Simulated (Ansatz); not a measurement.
**TiO2 (Anatase): given cell or relaxed cell?**

Aim: gaps of TiO2 (Anatase) at the database cell and after a full relaxation.

Main program and level: Ansatz 0.2.0; PBE, HSE06 and G0W0, plane waves, PAW.

**Experimental background.**

- Gap 3.98 eV: direct quasiparticle gap around Gamma; experiment quoted from earlier work; bulk crystal (anatase, value from earlier experiment) (quoted in “Giant exciton Mott density in anatase TiO2”, 2020, arxiv:2007.10051).

- Gap 3.293 eV: indirect optical gap from reflection cut-off wavelength, 126 nm particles (bulk-like); UV-VIS-NIR reflection spectroscopy; 300 K; powder (commercial powder, mean particle diameter 126 nm, hand pressed) (“Part I: determination of a structure/property transformation mechanism responsible for changes in the point of zero change of anatase titania with decreasing particle size”, 2024, pmc:11477903).

- Gap 3.36 eV: optical bandgap, film annealed at 400 °C; spectroscopic ellipsometry; film (polycrystalline sol-gel film on Si(100), annealed 3 h at 400 °C) (“Photocatalytic Performance of Sol-Gel Prepared TiO2 Thin Films Annealed at Various Temperatures”, 2023, pmc:10419699).

- Gap 3.87 eV: direct optical gap from Tauc plot; UV-vis absorption, Tauc plot; film (thin TiO2 layer grown by atomic layer deposition) (“Development of 2-in-1 Sensors for the Safety Assessment of Lithium-Ion Batteries via Early Detection of Vapors Produced by Electrolyte Solvents”, 2023, pmc:10251352).

- Gap 3.17 eV: gap from valence band edge and flat band potential; valence-band XPS and Mott-Schottky plots; film (“Enhancement of Titania Photoanode Performance by Sandwiching Copper between Two Titania Layers”, 2020, pmc:7579609).

This is a selection; 13 further reports are not listed.

Most raw output is cut from this account.

### Step 1. Starting point

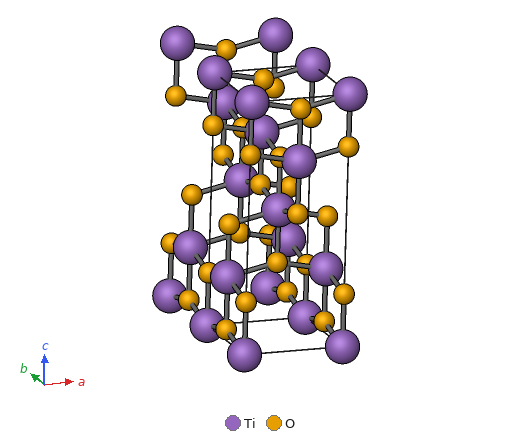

The cell as given, slightly off an axis (titanium purple, oxygen orange). 1×2×1 cells are drawn. This picture shows the conventional cell, with its axes. Some periodic images of atoms are drawn too.

The cell and positions come from the Crystallography Open Database and are kept as given unless a step says otherwise. The default PAW set here is soft_2. Its files were made with PBE.

### Step 2. PBE bands at the given cell

The cheap functional maps the bands first; the places of the edges decide which points the dearer methods must see.

This step: DFT, PBE, plane waves, PAW.

input.yaml reads:

```yaml
crystal:
  lattice:
    - [-1.8921, 1.8921, 4.7573]
    - [1.8921, -1.8921, 4.7573]
    - [1.8921, 1.8921, -4.7573]
  atoms:
    - { symbol: Ti, position: [0.0, 0.0, 0.0] }
    - { symbol: Ti, position: [0.75, 0.25, 0.5] }
    - { symbol: O, position: [0.2081, 0.2081, 0.0] }
    - { symbol: O, position: [0.9581, 0.4581, 0.5] }
    - { symbol: O, position: [0.5419, 0.0419, 0.5] }
    - { symbol: O, position: [0.7919, 0.7919, 0.0] }
kpoints:
  mp_grid: { grid: [8, 8, 8] }
  band_path:
    path:
      - [[0.0, 0.0, 0.0], [0.0, 0.0, 0.5], [0.25, 0.25, 0.25], [0.0, 0.5, 0.0], [0.0, 0.0, 0.0], [0.5, 0.5, -0.5], [0.28954641, 0.71045359, -0.28954641]]
      - [[-0.28954641, 0.28954641, 0.28954641], [0.0, 0.0, 0.0]]
      - [[0.0, 0.0, 0.5], [-0.07909283, 0.07909283, 0.5]]
      - [[0.5, 0.5, -0.07909283], [0.5, 0.5, -0.5]]
    npoints: 10
hamiltonian:
  xc: pbe
scf:
  occupations: { method: fermi_dirac, width: 0.02 }
  n_extra_bands: 6
output:
  eigenvalues: true
  forces: true
  stress: true
  write_density: true
  write_potential: true
  elf: true
  volumetric_format: npy
```

Command:

```console
$ ansatz run input.yaml --threads 3 --pin off --max-ram 64512MiB --backend cuda --events-out ev --progress --plain --runs-dir out --devices 1 --max-vram 24GiB  # rebuilt from the run's record
```

Run time: 4.9 s. Hardware: 1 × NVIDIA H100 80GB HBM3 (shared by 3 runs) with 3 threads of AMD EPYC 7R13 (Zen 3), shared host; peak memory 1 GiB; 4.4 s of CPU time.

Numbers from this step:

* pressure: 5.169 GPa
* filled bands: 24
* gap: 2.121 eV
* valence top at: k = (0.000, 0.000, 0.450)
* conduction bottom at: Γ
* least direct gap: 2.463 eV

The gap is indirect, with the least direct gap 0.34 eV higher. The pressure of 5 GPa says that this functional would expand the cell; it is kept.

### Step 3. Relaxing cell and ions

A relaxation at this level of theory: leftover forces would pass straight into the levels.

input.yaml, the sections that differ from step 2:

```yaml
kpoints:
  mp_grid: { grid: [8, 8, 8] }
scf:
  occupations: { method: fermi_dirac, width: 0.02 }
relax:
  f_tol: 0.01
  max_steps: 60
  cell: {}
# crystal, hamiltonian: as in step 2
# output: removed
```

It took 10 s on 1 × NVIDIA H100 80GB HBM3 (shared by 3 runs) with 3 threads; peak memory 1 GiB.

The steps of the relaxation:

```csv
step,energy less that of the first step (eV),largest force component (eV/Å),pressure (GPa),volume (Å³)
1,0.0000,0.1021,5.17,68.13
2,-0.0193,0.0325,1.47,69.32
3,-0.0200,0.0058,-0.02,69.85
4,-0.0201,0.0022,-0.01,69.88
5*,-0.0289,0.0020,0.22,69.88
6,-0.0286,0.0007,0.01,69.98
7*,-0.0292,0.0007,0.02,69.98
8,-0.0292,0.0001,0.00,69.99
9*,-0.0292,0.0000,0.00,69.99
```

Relaxation steps marked * repeat the geometry before them on a plane-wave basis chosen anew for their cell, so energy and pressure can jump there.

The run keeps the 16 symmetry operations that it works with, so distortions that break them were not tested.

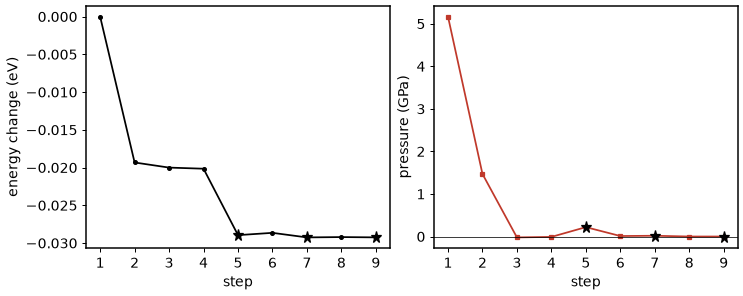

Energy and pressure along the relaxation. Stars mark steps on a basis chosen anew.

```csv
"conventional cell, symmetrised",before,after,change
a (Å),3.784,3.799,+0.4 %
b (Å),3.784,3.799,+0.4 %
c (Å),9.515,9.700,+2.0 %
volume (Å³/atom),11.35,11.67,+2.7 %
```

The atoms that moved most (Å, as changes of fractional coordinates times the final cell):

```csv
atom,dx,dy,dz,length
O4,0.000,0.000,-0.016,0.016
O3,0.000,0.000,-0.016,0.016
O5,0.000,0.000,0.016,0.016
O6,0.000,0.000,0.016,0.016
```

The relaxed structure:

```xyz
6
Lattice="-1.8994 1.8994 4.8501 1.8994 -1.8994 4.8501 1.8994 1.8994 -4.8501" Properties=species:S:1:pos:R:3 pbc="T T T"
Ti    0.0000    0.0000    0.0000
Ti    0.0000    1.8994    2.4250
O     0.0000    0.0000    2.0027
O     0.0000    1.8994    4.4277
O     0.0000    1.8994    0.4223
O     0.0000    0.0000    7.6975
```

### Step 4. PBE at the relaxed cell

input.yaml reads:

```yaml
crystal:
  lattice:
    - [-1.8994427693, 1.8994427693, 4.8500949441]
    - [1.8994427693, -1.8994427693, 4.8500949441]
    - [1.8994427693, 1.8994427693, -4.8500949441]
  atoms:
    - { symbol: Ti, position: [0.0, 0.0, 0.0] }
    - { symbol: Ti, position: [0.75, 0.25, 0.5] }
    - { symbol: O, position: [0.2064600904, 0.2064600904, 0.0] }
    - { symbol: O, position: [0.9564600904, 0.4564600904, 0.5] }
    - { symbol: O, position: [0.5435399096, 0.0435399096, 0.5] }
    - { symbol: O, position: [0.7935399096, 0.7935399096, 0.0] }
kpoints:
  mp_grid: { grid: [8, 8, 8] }
  band_path:
    path:
      - [[0.0, 0.0, 0.0], [0.0, 0.0, 0.5], [0.25, 0.25, 0.25], [0.0, 0.5, 0.0], [0.0, 0.0, 0.0], [0.5, 0.5, -0.5], [0.28954641, 0.71045359, -0.28954641]]
      - [[-0.28954641, 0.28954641, 0.28954641], [0.0, 0.0, 0.0]]
      - [[0.0, 0.0, 0.5], [-0.07909283, 0.07909283, 0.5]]
      - [[0.5, 0.5, -0.07909283], [0.5, 0.5, -0.5]]
    npoints: 10
hamiltonian:
  xc: pbe
scf:
  occupations: { method: fermi_dirac, width: 0.02 }
  n_extra_bands: 6
output:
  eigenvalues: true
  forces: true
  stress: true
```

Elapsed: 4.6 s, on 1 × NVIDIA H100 80GB HBM3 (shared by 3 runs) with 3 threads; peak memory 0.97 GiB; 6.2 s of CPU time.

This step gave:

```
pressure             : 9.46e-4 GPa
gap                  : 2.129 eV
valence top at       : k = (0.000, 0.000, 0.450)
conduction bottom at : Γ
least direct gap     : 2.430 eV
```

The gap is indirect, with the least direct gap 0.30 eV higher.

### Step 5. HSE06 at the relaxed cell

HSE06 mixes in a quarter of exact exchange at short range. Exchange couples all pairs of k points, which makes a full band path dear, so levels are read on the mesh and at chosen points.

This step: DFT, HSE06, plane waves, PAW.

input.yaml reads:

```yaml
crystal:
  lattice:
    - [-1.8994427693, 1.8994427693, 4.8500949441]
    - [1.8994427693, -1.8994427693, 4.8500949441]
    - [1.8994427693, 1.8994427693, -4.8500949441]
  atoms:
    - { symbol: Ti, position: [0.0, 0.0, 0.0] }
    - { symbol: Ti, position: [0.75, 0.25, 0.5] }
    - { symbol: O, position: [0.2064600904, 0.2064600904, 0.0] }
    - { symbol: O, position: [0.9564600904, 0.4564600904, 0.5] }
    - { symbol: O, position: [0.5435399096, 0.0435399096, 0.5] }
    - { symbol: O, position: [0.7935399096, 0.7935399096, 0.0] }
kpoints:
  mp_grid: { grid: [6, 6, 6] }
  band_path:
    path:
      - [0.0, 0.0, 0.0]
      - [0.0, 0.0, 0.5]
      - [0.25, 0.25, 0.25]
      - [0.0, 0.5, 0.0]
      - [0.5, 0.5, -0.5]
      - [0.28954641, 0.71045359, -0.28954641]
      - [-0.28954641, 0.28954641, 0.28954641]
      - [-0.07909283, 0.07909283, 0.5]
      - [0.0, 0.0, 0.45]
      - [0.25, 0.25, -0.25]
    npoints: 1
hamiltonian:
  xc: hse06
scf:
  occupations: { method: fixed }
  n_extra_bands: 6
output:
  eigenvalues: true
```

Wall time 30 s (1 × NVIDIA H100 80GB HBM3 (shared by 3 runs) with 3 threads); peak memory 1.8 GiB; 65 s of CPU time.

Numbers from this step:

```
gap                  : 3.610 eV
valence top at       : k = (0.000, 0.000, 0.450)
conduction bottom at : Γ
least direct gap     : 3.934 eV
```

The gap stands +1.48 eV against PBE.

### Step 6. G0W0 at the relaxed cell

G0W0 replaces the xc potential by the self-energy, built once from these orbitals. Only a window of levels is corrected, while the sums run over the empty bands that the input names.

This step: G0W0 on PBE, plane waves, PAW.

input.yaml reads:

```yaml
crystal:
  lattice:
    - [-1.8994427693, 1.8994427693, 4.8500949441]
    - [1.8994427693, -1.8994427693, 4.8500949441]
    - [1.8994427693, 1.8994427693, -4.8500949441]
  atoms:
    - { symbol: Ti, position: [0.0, 0.0, 0.0] }
    - { symbol: Ti, position: [0.75, 0.25, 0.5] }
    - { symbol: O, position: [0.2064600904, 0.2064600904, 0.0] }
    - { symbol: O, position: [0.9564600904, 0.4564600904, 0.5] }
    - { symbol: O, position: [0.5435399096, 0.0435399096, 0.5] }
    - { symbol: O, position: [0.7935399096, 0.7935399096, 0.0] }
kpoints:
  mp_grid: { grid: [6, 6, 6] }
hamiltonian:
  xc: pbe
scf:
  occupations: { method: fixed }
gw:
  n_empty_bands: 257
  ecut_chi: 138
  qp_bands: [v2, c2]
  qp_kpoints: band_edges
  screening: { model: contour_deformation }
```

Run time: 42 s. Hardware: 1 × NVIDIA H100 80GB HBM3 (shared by 3 runs) with 3 threads; peak memory 1.6 GiB.

Numbers from this step:

```
bands summed                                 : 281
RPA ε∞ on this mesh (eigenvalues)            : 6.074, 6.608, 6.608
plane waves in the screening matrix          : 269
G0W0 gap on the mesh                         : 3.605 eV
k of the valence top                         : 0, 0, -0.5
k of the conduction bottom                   : 0, 0, 0
starting gap on the mesh                     : 2.179 eV
least direct G0W0 gap on the computed points : 3.881 eV
```

The gap on the mesh goes from 2.18 eV to 3.60 eV, a correction of +1.43 eV. Between the two edge states, bare exchange in place of the xc potential would open the gap by 12.62 eV, and correlation takes back 11.19 eV. The start differs from the 2.13 eV found before because this mesh misses an edge.

### Step 7. G0W0 at the given cell

input.yaml reads:

```yaml
crystal:
  lattice:
    - [-1.8921, 1.8921, 4.7573]
    - [1.8921, -1.8921, 4.7573]
    - [1.8921, 1.8921, -4.7573]
  atoms:
    - { symbol: Ti, position: [0.0, 0.0, 0.0] }
    - { symbol: Ti, position: [0.75, 0.25, 0.5] }
    - { symbol: O, position: [0.2081, 0.2081, 0.0] }
    - { symbol: O, position: [0.9581, 0.4581, 0.5] }
    - { symbol: O, position: [0.5419, 0.0419, 0.5] }
    - { symbol: O, position: [0.7919, 0.7919, 0.0] }
kpoints:
  mp_grid: { grid: [6, 6, 6] }
hamiltonian:
  xc: pbe
scf:
  occupations: { method: fixed }
gw:
  n_empty_bands: 250
  ecut_chi: 138
  qp_bands: [v2, c2]
  qp_kpoints: band_edges
  screening: { model: contour_deformation }
```

Elapsed: 48 s, on 1 × NVIDIA H100 80GB HBM3 (shared by 3 runs) with 3 threads; peak memory 1.7 GiB.

Numbers from this step:

```
bands summed                                 : 274
RPA ε∞ on this mesh (eigenvalues)            : 6.020, 6.569, 6.569
plane waves in the screening matrix          : 253
G0W0 gap on the mesh                         : 3.614 eV
k of the valence top                         : 0, 0, -0.5
k of the conduction bottom                   : 0, 0, 0
starting gap on the mesh                     : 2.167 eV
least direct G0W0 gap on the computed points : 3.946 eV
```

The gap on the mesh goes from 2.17 eV to 3.61 eV, a correction of +1.45 eV. Between the two edge states, bare exchange in place of the xc potential would open the gap by 12.59 eV, and correlation takes back 11.14 eV. The start differs from the 2.12 eV found before because this mesh misses an edge.

### Step 8. Together

G0W0 rows are gaps on the mesh, lowered by the amount that the mesh misses the start's edges, a rough step that assumes the same correction there.

```csv
level,given cell (eV),relaxed cell (eV),change (eV)
PBE,2.12,2.13,+0.01
HSE06,-,3.61,-
G0W0@PBE,3.57,3.55,−0.01
```

### Step 9. Results

- volume change: +2.7 %
- PBE, given cell: 2.12 eV
- PBE, relaxed cell: 2.13 eV
- HSE06, relaxed cell: 3.61 eV
- G0W0@PBE, relaxed cell: 3.55 eV
- G0W0@PBE, given cell: 3.57 eV
- known limits: not at the basis limit

In words: Relaxation changes the volume by +2.7 % and the gap by +0.01 eV (PBE) and −0.01 eV (G0W0@PBE). Against experiment, by G0W0@PBE at the given cell: the gap of 3.57 eV lies +0.27 eV from the measured 3.293 eV (indirect, 300 K, 2024); the gap of 3.57 eV lies +0.21 eV from the measured 3.36 eV (optical, 2023); the gap of 3.57 eV lies +0.40 eV from the measured 3.17 eV (kind not stated, 2020). An exciton line or allowed optical edge lies below the quasiparticle gap by the binding energy; a forbidden edge can push the onset above it. The calculation has static nuclei and no excitons; a measured gap holds zero-point and thermal motion, which mostly lowers it. Bands and cutoff are finite, so the gap is not at the basis limit. The miss can reach some tenths of an eV and take either sign; the mesh is an error of its own.

[Paths, hosts, dates, memory and timing lines, banners, echoed tables and standing remarks are left out of the program output.]

[Logs are printed without paths, hosts, clocks, repeated set-up lines and the standing remarks that a program may print on its own settings, such as how far it seeks lower states.]

[Runs of the session that timed out or met a known fault of the program may be left out.]

[Cells called generated may have been cut or substituted from an entry of the Crystallography Open Database or the Materials Project.]

[Hosts, paths, dates, database ids (printed as entryN), source tags and the programs' standing remarks are cut or masked in the printed files.]
